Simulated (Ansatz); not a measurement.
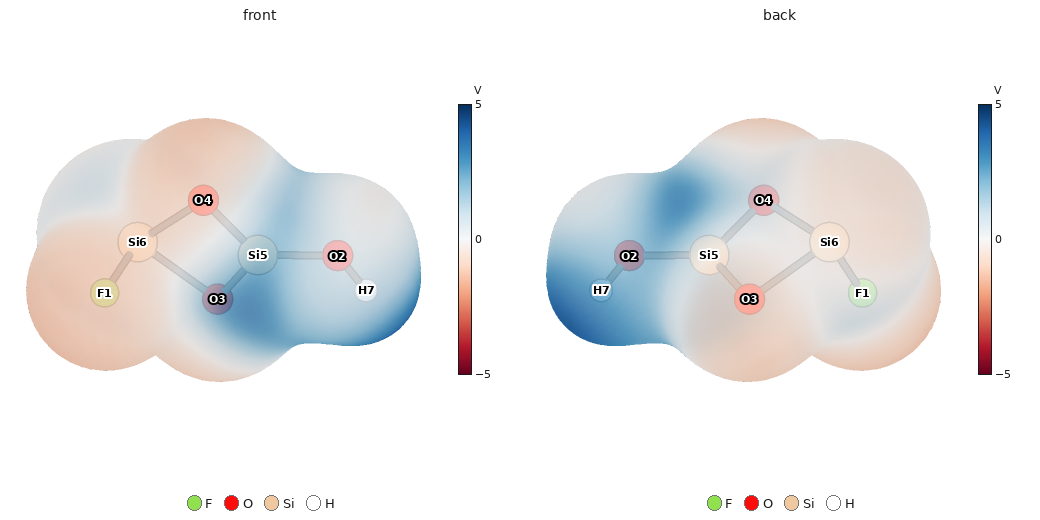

FHO₃Si₂. The electrostatic potential painted on the density surface at 0.002 e/bohr³, seen from the front and from behind; red is negative and blue positive.

Geometry: BLYP-D3(BJ)/def2-SVP.

These are results of isolated molecule in a Gaussian basis; Kohn-Sham density functional theory, functional PBE0 in Ansatz 0.2.0, not measurements.

Input

```
crystal:
  periodic: [false, false, false]
  atoms:
    - {symbol: F, position_ang: [3.059789, -0.275788, -1.410613]}
    - {symbol: O, position_ang: [0.773347, 2.779737, 1.320568]}
    - {symbol: O, position_ang: [0.630254, 0.713725, -0.766056]}
    - {symbol: O, position_ang: [2.287896, 0.332813, 1.098199]}
    - {symbol: Si, position_ang: [1.235320, 1.414178, 0.549176]}
    - {symbol: Si, position_ang: [1.836359, -0.823405, -0.427401]}
    - {symbol: H, position_ang: [0.081573, 3.328682, 0.898766]}
basis:
  gaussian:
    orbitals: def2-TZVPD
output: {forces: true, orbitals: {seedname: orbitals}}
hamiltonian:
  xc: pbe0
```

Launched as:

```sh
ansatz run input.yaml --threads 1 --pin off --max-ram 2610MiB --events-out events.jsonl --progress --plain --runs-dir runs
```

> Where is the surface potential most negative and most positive?

The most negative region (about −1.3 V) lies over F1, the most positive (about +4.0 V) over H7.
